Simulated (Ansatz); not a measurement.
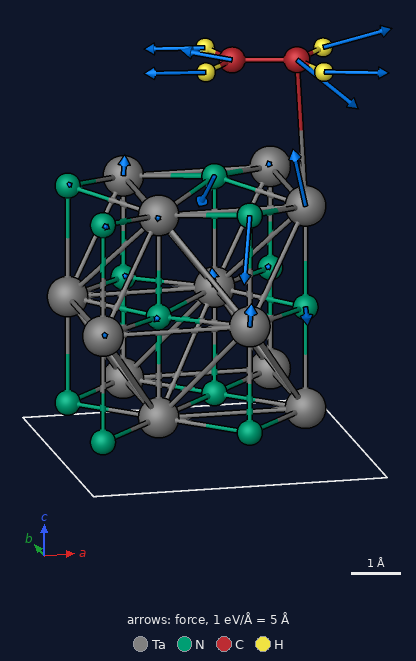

Starting geometry of a slab of composition Ta₆H₂CN₆ (cut from the Fm-3m phase) with the computed forces as blue arrows. Style: ball-and-stick. Shown: the cell of the calculation, outlined in the plane, without the vacuum (origin shifted), slightly off an axis.

Case: 1 C2H4 a cell, flat, over a hollow N-N site. The slab is the (1 0 0) face of TaN with C2H4 on it. 8 atoms are held fixed.

Theory: DFT PBE+D3(BJ), scalar-relativistic, plane waves, PAW (Ansatz 0.2.0). Settings: plane-wave cutoff 420 eV; k-point mesh 3 × 3 × 1; occupations gaussian; smearing width 0.1 eV; no spin polarisation; dipole correction; atoms relaxed in a fixed cell; force threshold 0.04 eV/Å; at most 100 steps.

> What follows when this structure is relaxed?

It isn't relaxed: the largest force vector, on a C atom, is 0.33 eV/Å. The final displacements have little in common with the starting forces (cosine between the two patterns 0.07). The energy falls by 1.140 eV per cell of the calculation in 17 geometry steps. Largest force component: 0.3 eV/Å at the start, 0.028 eV/Å at the end. The atom that moves furthest is an H atom (1.51 Å at 75° to the normal (−c side)). Largest moves by element: H 1.51 Å, C 1.21 Å, Ta 0.36 Å, N 0.26 Å. The lattice vectors keep their values. Near-neighbour distances that change, for instance: C–Ta 3.569 → 2.242 Å, C–Ta 3.238 → 2.232 Å, Ta–Ta 3.002 → 3.430 Å, Ta–Ta 3.101 → 3.460 Å. New bonds form, among them: C–Ta (3.57 → 2.24 Å). Bond angles that change, for instance: Ta–N–Ta 81.8° → 97.9°, Ta–N–Ta 89.9° → 104.7°, Ta–N–Ta 180.0° → 165.6°. Cost: 17 min on 4 threads of Intel(R) Xeon(R) Processor @ 2.50GHz (Skylake/Cascade Lake), on a shared host, peak memory 2.6 GiB.

Limits of the set-up: the periodic images lie only 6.2 Å apart, so the values are limited by the cell's size.
